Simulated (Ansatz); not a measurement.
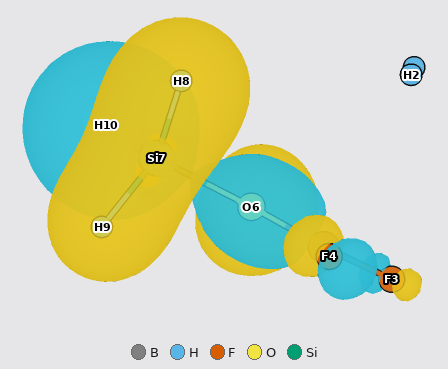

BF2H3OSi···H2. The HOMO−1 at ±0.08 Å⁻³ᐟ² (yellow and cyan are the two phases), seen across its widest extent.

The product side of a reaction path; geometry: PBE0-D4/def2-TZVP.

Method: RKS PBE0-D4/def2-TZVPP (Ansatz).

Input

```
crystal:
  periodic: [false, false, false]
  atoms:
    - {symbol: B, position_ang: [-0.609372, -1.199648, 0.290349]}
    - {symbol: H, position_ang: [2.176339, -1.346910, -0.590363]}
    - {symbol: F, position_ang: [-1.018540, -2.321594, -0.269566]}
    - {symbol: F, position_ang: [0.034046, -1.289952, 1.448691]}
    - {symbol: H, position_ang: [1.869541, -1.366302, -1.271131]}
    - {symbol: O, position_ang: [-0.852036, -0.019539, -0.295304]}
    - {symbol: Si, position_ang: [-0.475280, 1.548859, 0.097520]}
    - {symbol: H, position_ang: [0.996572, 1.697831, 0.196473]}
    - {symbol: H, position_ang: [-1.111859, 1.906032, 1.388016]}
    - {symbol: H, position_ang: [-1.009312, 2.391124, -0.994587]}
basis:
  gaussian: {orbitals: def2-TZVPP}
hamiltonian: {xc: pbe0, dispersion: d4}
output: {orbitals: {seedname: orbitals}}
```

Launched as:

```sh
ansatz run in.yaml --threads 4 --pin off --events-out ev --progress --plain --max-ram 9574MiB
```

Describe this orbital and give its energy.

It lies mainly on Si7 (about 30 %), H10 (about 25 %), O6 (about 20 %), H8 (about 10 %) and H9 (about 5 %). Its energy is −9.71 eV.
